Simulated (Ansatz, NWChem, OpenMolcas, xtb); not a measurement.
**How methods differ on BNH4 (SMILES BN)**

BNH4 has 6 atoms, charge 0, and is taken as a singlet. SMILES: `BN`. Geometry: relaxed at PBE0-D4/def2-TZVP.

Quantity: the HOMO–LUMO gap, in eV. The values are calculated.

| level | kind | program | value (eV) | CPU time |
| --- | --- | --- | --- | --- |
| GFN2-xTB | semi-empirical | xtb | 6.00 | under 2 s |
| HF/def2-TZVPP | Hartree–Fock | Ansatz | 15.27 | 4 s |
| SVWN5/def2-TZVPP | LDA | OpenMolcas | 6.49 | 36 s |
| BLYP/def2-TZVPP | GGA | OpenMolcas | 6.56 | 49 s |
| M06-L/def2-TZVPP | meta-GGA | NWChem | 7.24 | 27 s |
| r2SCAN0/def2-TZVPP | hybrid meta-GGA | Ansatz | 9.37 | 9.7 s |
| CAM-B3LYP/def2-TZVPP | range-separated hybrid | Ansatz | 11.40 | 6.6 s |
| B2PLYP/def2-TZVPP | double hybrid | Ansatz | 11.32 | 8.5 s |

The values span 6.00 to 15.27 eV. Orbital gaps aren't excitation energies, and those of double hybrids come from the SCF part alone; they tend to grow with the share of exact exchange. CPU times are rough (shared hosts, several kinds of processor): they show what a rung costs within a factor of a few.

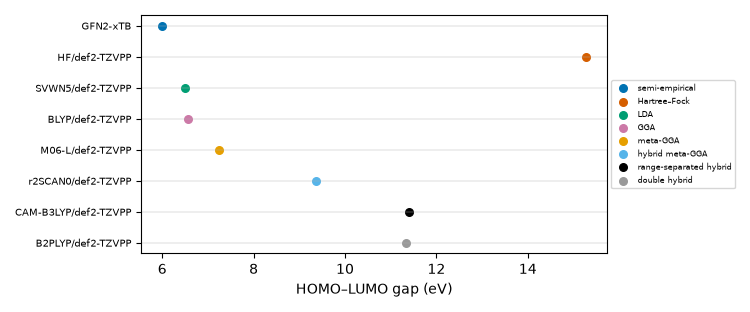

The values of the table, level by level.
